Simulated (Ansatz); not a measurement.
Nudged elastic band, with input and output: BH₂F₃ (part 1 of 2)

- system: BH₂F₃
- method: RKS PBE0-D4/def2-SVPD (Ansatz 0.2.0)

The run did not end well. One setting was made poor on purpose. It belongs to a series of runs on one base structure; here: band between the two ends.

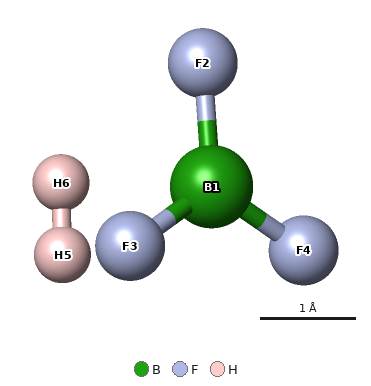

The structure as given in the input (ball-and-stick view, seen at a tilt; atoms are numbered from 1 in the order of the input). Bond lengths as drawn: B–F 1.31 Å and H–H 0.76 Å.

### Input file
```yaml
crystal:
  periodic: [false, false, false]
  atoms:
    - { symbol: B, position_ang: [-0.006484, 0.401253, 0.045865] }
    - { symbol: F, position_ang: [-0.014164, 0.840239, 1.285379] }
    - { symbol: F, position_ang: [1.134652, 0.2295, -0.583222] }
    - { symbol: F, position_ang: [-1.140982, 0.164501, -0.574094] }
    - { symbol: H, position_ang: [0.079269, -2.228284, 0.629915] }
    - { symbol: H, position_ang: [0.05911, -1.933109, 1.330359] }
basis:
  gaussian: { orbitals: def2-SVPD }
hamiltonian:
  xc: pbe0
  dispersion: d4
neb:
  order_check: false
  images: 7
  f_tol: 0.05
  max_iterations: 60
  max_displacement: 0.02
  optimiser: fire
  final_atoms:
    - { symbol: B, position_ang: [-0.11064606, -0.56271078, -0.49272667] }
    - { symbol: F, position_ang: [-0.16261073, -0.4231672, 2.0237405] }
    - { symbol: F, position_ang: [1.13105629, -0.10350186, -0.39748954] }
    - { symbol: F, position_ang: [-1.06606109, 0.32354681, -0.68754451] }
    - { symbol: H, position_ang: [-0.33454677, -1.73706688, -0.4919183] }
    - { symbol: H, position_ang: [0.65420935, -0.02300009, 2.18014052] }
  initial_path:
    images:
      - { positions_ang: [[-0.006484, 0.401253, 0.045865], [-0.014164, 0.840239, 1.285379], [1.134652, 0.2295, -0.583222], [-1.140982, 0.164501, -0.574094], [0.079269, -2.228284, 0.629915], [0.05911, -1.933109, 1.330359]] }
      - { positions_ang: [[-0.00511437, 0.30170122, 0.03532158], [-0.01112014, 0.62728184, 1.38244098], [1.13660852, 0.17515584, -0.60131186], [-1.1416645, 0.12475989, -0.59481675], [0.0757255, -2.02457094, 0.5877198], [0.05696599, -1.73022785, 1.32484825]] }
      - { positions_ang: [[-0.00374474, 0.20214943, 0.02477816], [-0.00807627, 0.41432468, 1.47950295], [1.13856504, 0.12081167, -0.61940171], [-1.142347, 0.08501879, -0.6155395], [0.07218199, -1.82085787, 0.5455246], [0.05482198, -1.5273467, 1.3193375]] }
      - { positions_ang: [[-0.00237511, 0.10259765, 0.01423475], [-0.00503241, 0.20136753, 1.57656493], [1.14052156, 0.06646751, -0.63749157], [-1.1430295, 0.04527768, -0.63626225], [0.06863849, -1.61714481, 0.5033294], [0.05267797, -1.32446555, 1.31382674]] }
      - { positions_ang: [[-0.00100548, 0.00304587, 0.00369133], [-0.00198855, -0.01158963, 1.67362691], [1.14247808, 0.01212334, -0.65558142], [-1.143712, 0.00553657, -0.656985], [0.06509498, -1.41343175, 0.4611342], [0.05053396, -1.1215844, 1.30831599]] }
      - { positions_ang: [[-0.02841562, -0.1383933, -0.12041317], [-0.04214409, -0.11448402, 1.76115531], [1.13962263, -0.01678296, -0.59105845], [-1.12429927, 0.08503913, -0.66462488], [-0.03481545, -1.49434053, 0.22287107], [0.20145281, -0.84693832, 1.52627212]] }
      - { positions_ang: [[-0.05582577, -0.27983246, -0.24451767], [-0.08229964, -0.21737842, 1.8486837], [1.13676719, -0.04568926, -0.52653548], [-1.10488654, 0.16454169, -0.67226476], [-0.13472589, -1.57524931, -0.01539205], [0.35237166, -0.57229225, 1.74422825]] }
      - { positions_ang: [[-0.08323592, -0.42127162, -0.36862217], [-0.12245519, -0.32027281, 1.9362121], [1.13391174, -0.07459556, -0.46201251], [-1.08547382, 0.24404425, -0.67990464], [-0.23463633, -1.65615809, -0.25365518], [0.5032905, -0.29764617, 1.96218439]] }
      - { positions_ang: [[-0.11064606, -0.56271078, -0.49272667], [-0.16261073, -0.4231672, 2.0237405], [1.13105629, -0.10350186, -0.39748954], [-1.06606109, 0.32354681, -0.68754451], [-0.33454677, -1.73706688, -0.4919183], [0.65420935, -0.02300009, 2.18014052]] }
```

Launch command:
```bash
ansatz run input.yaml --threads 2 --pin off --max-ram 3072MiB --backend cpu --events-out ev --progress --plain --runs-dir out
```

### Output
```
Engine: ansatz 0.2.0, aarch64-unknown-linux-gnu
Functional definition: PBE0
  parameter a = 0.25
  parameter kappa = 0.804
  parameter beta = 0.06672455060314922
  exchange = (1 - a)*pbe_x(kappa = kappa, mu = beta*pi^2/3) + a*exact_x
  correlation = pbe_c(beta = beta)
842 factors; their error is unknown
mean field evaluation 1: about -8845.8945 eV, gradient 4.2e1 eV
mean field evaluation 2: about -8843.8387 eV, gradient 5.7e1 eV
mean field evaluation 4: about -8848.4712 eV, gradient 3.2e-1 eV
mean field evaluation 8: about -8848.5295 eV, gradient 1.5e-2 eV
mean field -8848.52954851 eV, -325.1774631590 hartree, gradient 2.1e-5 eV, S^2 0.000000; 0 other end points of the search recorded, 0 dependent functions left out
the calculation of the forces begins
reference -8848.52958178 eV, -325.1774643816 hartree; 17, 17 occupied and 88, 88 virtual orbitals, 842 factors
842 factors; their error is unknown
mean field evaluation 16: about -8847.5071 eV, gradient 1.9e0 eV
mean field -8847.57518425 eV, -325.1423909194 hartree, gradient 1.9e-5 eV, S^2 0.000000; 0 other end points of the search recorded, 0 dependent functions left out
[... from here on the field's lines of each further geometry are left out, up to the last ...]
NEB iter   1: max|band force component| = 7.888e1 eV/Å  barrier→ = 12.8229 eV  barrier← = 11.8640 eV  Δτ_max = 0.0200 Å  (217 SCF iters)
NEB iter   2: max|band force component| = 5.764e1 eV/Å  barrier→ = 9.5221 eV  barrier← = 8.5631 eV  Δτ_max = 0.0200 Å  (174 SCF iters)
NEB iter   3: max|band force component| = 4.168e1 eV/Å  barrier→ = 7.0991 eV  barrier← = 6.1402 eV  Δτ_max = 0.0200 Å  (175 SCF iters)
NEB iter   4: max|band force component| = 3.026e1 eV/Å  barrier→ = 5.3284 eV  barrier← = 4.3694 eV  Δτ_max = 0.0200 Å  (185 SCF iters)
NEB iter   5: max|band force component| = 2.245e1 eV/Å  barrier→ = 4.0425 eV  barrier← = 3.0836 eV  Δτ_max = 0.0200 Å  (197 SCF iters)
NEB iter   6: max|band force component| = 1.587e1 eV/Å  barrier→ = 3.1164 eV  barrier← = 2.1575 eV  Δτ_max = 0.0200 Å  (206 SCF iters)
NEB iter   7: max|band force component| = 1.046e1 eV/Å  barrier→ = 2.9607 eV  barrier← = 2.0018 eV  Δτ_max = 0.0200 Å  (204 SCF iters)
NEB iter   8: max|band force component| = 6.434e0 eV/Å  barrier→ = 2.8853 eV  barrier← = 1.9264 eV  Δτ_max = 0.0200 Å  (202 SCF iters)
NEB iter   9: max|band force component| = 5.374e0 eV/Å  barrier→ = 2.7689 eV  barrier← = 1.8100 eV  Δτ_max = 0.0200 Å  (198 SCF iters)
NEB iter  10: max|band force component| = 4.414e0 eV/Å  barrier→ = 2.6488 eV  barrier← = 1.6899 eV  Δτ_max = 0.0200 Å  (199 SCF iters)
NEB iter  11: max|band force component| = 3.528e0 eV/Å  barrier→ = 2.5265 eV  barrier← = 1.5675 eV  Δτ_max = 0.0200 Å  (196 SCF iters)
NEB iter  12: max|band force component| = 2.980e0 eV/Å  barrier→ = 2.4036 eV  barrier← = 1.4447 eV  Δτ_max = 0.0200 Å  (196 SCF iters)
NEB iter  13: max|band force component| = 2.583e0 eV/Å  barrier→ = 2.2932 eV  barrier← = 1.3342 eV  Δτ_max = 0.0200 Å  (196 SCF iters)
NEB iter  14: max|band force component| = 2.182e0 eV/Å  barrier→ = 2.1974 eV  barrier← = 1.2385 eV  Δτ_max = 0.0200 Å  (198 SCF iters)
NEB iter  15: max|band force component| = 1.780e0 eV/Å  barrier→ = 2.1156 eV  barrier← = 1.1567 eV  Δτ_max = 0.0200 Å  (198 SCF iters)
NEB iter  16: max|band force component| = 1.385e0 eV/Å  barrier→ = 2.0472 eV  barrier← = 1.0883 eV  Δτ_max = 0.0200 Å  (197 SCF iters)
NEB iter  17: max|band force component| = 1.015e0 eV/Å  barrier→ = 1.9921 eV  barrier← = 1.0331 eV  Δτ_max = 0.0200 Å  (197 SCF iters)
NEB iter  18: max|band force component| = 6.836e-1 eV/Å  barrier→ = 1.9509 eV  barrier← = 0.9920 eV  Δτ_max = 0.0112 Å  (199 SCF iters)
NEB iter  19: max|band force component| = 5.989e-1 eV/Å  barrier→ = 1.9348 eV  barrier← = 0.9759 eV  Δτ_max = 0.0200 Å  (194 SCF iters)
NEB iter  20: max|band force component| = 7.223e-1 eV/Å  barrier→ = 1.9148 eV  barrier← = 0.9559 eV  CI = image 4  Δτ_max = 0.0121 Å  (197 SCF iters)
NEB iter  21: max|band force component| = 6.196e-1 eV/Å  barrier→ = 1.9196 eV  barrier← = 0.9607 eV  CI = image 4  Δτ_max = 0.0200 Å  (195 SCF iters)
NEB iter  22: max|band force component| = 4.288e-1 eV/Å  barrier→ = 1.9195 eV  barrier← = 0.9606 eV  CI = image 4  Δτ_max = 0.0069 Å  (194 SCF iters)
NEB iter  23: max|band force component| = 3.348e-1 eV/Å  barrier→ = 1.9151 eV  barrier← = 0.9562 eV  CI = image 4  Δτ_max = 0.0123 Å  (189 SCF iters)
NEB iter  24: max|band force component| = 3.177e-1 eV/Å  barrier→ = 1.9066 eV  barrier← = 0.9477 eV  CI = image 4  Δτ_max = 0.0168 Å  (195 SCF iters)
NEB iter  25: max|band force component| = 2.929e-1 eV/Å  barrier→ = 1.8962 eV  barrier← = 0.9373 eV  CI = image 4  Δτ_max = 0.0200 Å  (191 SCF iters)
NEB iter  26: max|band force component| = 2.841e-1 eV/Å  barrier→ = 1.8894 eV  barrier← = 0.9305 eV  CI = image 4  Δτ_max = 0.0044 Å  (200 SCF iters)
NEB iter  27: max|band force component| = 2.728e-1 eV/Å  barrier→ = 1.8903 eV  barrier← = 0.9313 eV  CI = image 4  Δτ_max = 0.0082 Å  (174 SCF iters)
NEB iter  28: max|band force component| = 2.583e-1 eV/Å  barrier→ = 1.8914 eV  barrier← = 0.9325 eV  CI = image 4  Δτ_max = 0.0122 Å  (198 SCF iters)
NEB iter  29: max|band force component| = 2.420e-1 eV/Å  barrier→ = 1.8917 eV  barrier← = 0.9328 eV  CI = image 4  Δτ_max = 0.0161 Å  (205 SCF iters)
NEB iter  30: max|band force component| = 2.140e-1 eV/Å  barrier→ = 1.8907 eV  barrier← = 0.9318 eV  CI = image 4  Δτ_max = 0.0033 Å  (203 SCF iters)
NEB iter  31: max|band force component| = 2.034e-1 eV/Å  barrier→ = 1.8908 eV  barrier← = 0.9319 eV  CI = image 4  Δτ_max = 0.0066 Å  (158 SCF iters)
NEB iter  32: max|band force component| = 1.927e-1 eV/Å  barrier→ = 1.8909 eV  barrier← = 0.9320 eV  CI = image 4  Δτ_max = 0.0099 Å  (193 SCF iters)
NEB iter  33: max|band force component| = 1.854e-1 eV/Å  barrier→ = 1.8909 eV  barrier← = 0.9320 eV  CI = image 4  Δτ_max = 0.0130 Å  (200 SCF iters)
NEB iter  34: max|band force component| = 1.727e-1 eV/Å  barrier→ = 1.8908 eV  barrier← = 0.9319 eV  CI = image 4  Δτ_max = 0.0029 Å  (204 SCF iters)
NEB iter  35: max|band force component| = 1.675e-1 eV/Å  barrier→ = 1.8908 eV  barrier← = 0.9318 eV  CI = image 4  Δτ_max = 0.0058 Å  (145 SCF iters)
NEB iter  36: max|band force component| = 1.663e-1 eV/Å  barrier→ = 1.8908 eV  barrier← = 0.9318 eV  CI = image 4  Δτ_max = 0.0086 Å  (177 SCF iters)
NEB iter  37: max|band force component| = 1.697e-1 eV/Å  barrier→ = 1.8908 eV  barrier← = 0.9318 eV  CI = image 4  Δτ_max = 0.0114 Å  (178 SCF iters)
NEB iter  38: max|band force component| = 1.650e-1 eV/Å  barrier→ = 1.8908 eV  barrier← = 0.9318 eV  CI = image 4  Δτ_max = 0.0141 Å  (182 SCF iters)
NEB iter  39: max|band force component| = 1.519e-1 eV/Å  barrier→ = 1.8907 eV  barrier← = 0.9318 eV  CI = image 4  Δτ_max = 0.0025 Å  (189 SCF iters)
NEB iter  40: max|band force component| = 1.506e-1 eV/Å  barrier→ = 1.8907 eV  barrier← = 0.9318 eV  CI = image 4  Δτ_max = 0.0050 Å  (135 SCF iters)
NEB iter  41: max|band force component| = 1.452e-1 eV/Å  barrier→ = 1.8907 eV  barrier← = 0.9318 eV  CI = image 4  Δτ_max = 0.0074 Å  (145 SCF iters)
NEB iter  42: max|band force component| = 1.359e-1 eV/Å  barrier→ = 1.8907 eV  barrier← = 0.9318 eV  CI = image 4  Δτ_max = 0.0097 Å  (161 SCF iters)
NEB iter  43: max|band force component| = 1.278e-1 eV/Å  barrier→ = 1.8907 eV  barrier← = 0.9318 eV  CI = image 4  Δτ_max = 0.0119 Å  (174 SCF iters)
NEB iter  44: max|band force component| = 1.218e-1 eV/Å  barrier→ = 1.8907 eV  barrier← = 0.9318 eV  CI = image 4  Δτ_max = 0.0140 Å  (177 SCF iters)
NEB iter  45: max|band force component| = 1.150e-1 eV/Å  barrier→ = 1.8907 eV  barrier← = 0.9318 eV  CI = image 4  Δτ_max = 0.0178 Å  (176 SCF iters)
NEB iter  46: max|band force component| = 1.092e-1 eV/Å  barrier→ = 1.8907 eV  barrier← = 0.9318 eV  CI = image 4  Δτ_max = 0.0200 Å  (176 SCF iters)
NEB iter  47: max|band force component| = 1.053e-1 eV/Å  barrier→ = 1.8907 eV  barrier← = 0.9318 eV  CI = image 4  Δτ_max = 0.0026 Å  (177 SCF iters)
NEB iter  48: max|band force component| = 1.010e-1 eV/Å  barrier→ = 1.8907 eV  barrier← = 0.9318 eV  CI = image 4  Δτ_max = 0.0051 Å  (135 SCF iters)
NEB iter  49: max|band force component| = 9.994e-2 eV/Å  barrier→ = 1.8907 eV  barrier← = 0.9318 eV  CI = image 4  Δτ_max = 0.0076 Å  (154 SCF iters)
NEB iter  50: max|band force component| = 9.638e-2 eV/Å  barrier→ = 1.8907 eV  barrier← = 0.9318 eV  CI = image 4  Δτ_max = 0.0099 Å  (154 SCF iters)
NEB iter  51: max|band force component| = 8.898e-2 eV/Å  barrier→ = 1.8907 eV  barrier← = 0.9318 eV  CI = image 4  Δτ_max = 0.0121 Å  (155 SCF iters)
NEB iter  52: max|band force component| = 8.426e-2 eV/Å  barrier→ = 1.8907 eV  barrier← = 0.9318 eV  CI = image 4  Δτ_max = 0.0141 Å  (154 SCF iters)
NEB iter  53: max|band force component| = 7.756e-2 eV/Å  barrier→ = 1.8907 eV  barrier← = 0.9318 eV  CI = image 4  Δτ_max = 0.0179 Å  (158 SCF iters)
NEB iter  54: max|band force component| = 7.091e-2 eV/Å  barrier→ = 1.8907 eV  barrier← = 0.9318 eV  CI = image 4  Δτ_max = 0.0200 Å  (156 SCF iters)
NEB iter  55: max|band force component| = 1.022e-1 eV/Å  barrier→ = 1.8907 eV  barrier← = 0.9318 eV  CI = image 4  Δτ_max = 0.0038 Å  (156 SCF iters)
NEB iter  56: max|band force component| = 2.224e-1 eV/Å  barrier→ = 1.8907 eV  barrier← = 0.9318 eV  CI = image 4  Δτ_max = 0.0020 Å  (153 SCF iters)
NEB iter  57: max|band force component| = 6.493e-2 eV/Å  barrier→ = 1.8907 eV  barrier← = 0.9318 eV  CI = image 4  Δτ_max = 0.0024 Å  (141 SCF iters)
NEB iter  58: max|band force component| = 2.037e-1 eV/Å  barrier→ = 1.8907 eV  barrier← = 0.9318 eV  CI = image 4  Δτ_max = 0.0004 Å  (143 SCF iters)
NEB iter  59: max|band force component| = 1.593e-1 eV/Å  barrier→ = 1.8907 eV  barrier← = 0.9318 eV  CI = image 4  Δτ_max = 0.0008 Å  (122 SCF iters)
the calculation of the forces begins
reference -8847.49763826 eV, -325.1395411569 hartree; 17, 17 occupied and 88, 88 virtual orbitals, 842 factors
these checks for a lower state are left out or cut short: starts, cluster_reference, orbital_swaps, neighbouring_geometries, increment
842 factors; their error is unknown
mean field -8847.54174188 eV, -325.1411619348 hartree, gradient 6.2e-5 eV, S^2 0.000000; 0 other end points of the search recorded, 0 dependent functions left out
the calculation of the forces begins
reference -8847.54177515 eV, -325.1411631577 hartree; 17, 17 occupied and 88, 88 virtual orbitals, 842 factors
NEB iter  60: max|band force component| = 8.165e-2 eV/Å  barrier→ = 1.8907 eV  barrier← = 0.9318 eV  CI = image 4  Δτ_max = 0.0009 Å  (123 SCF iters)
```
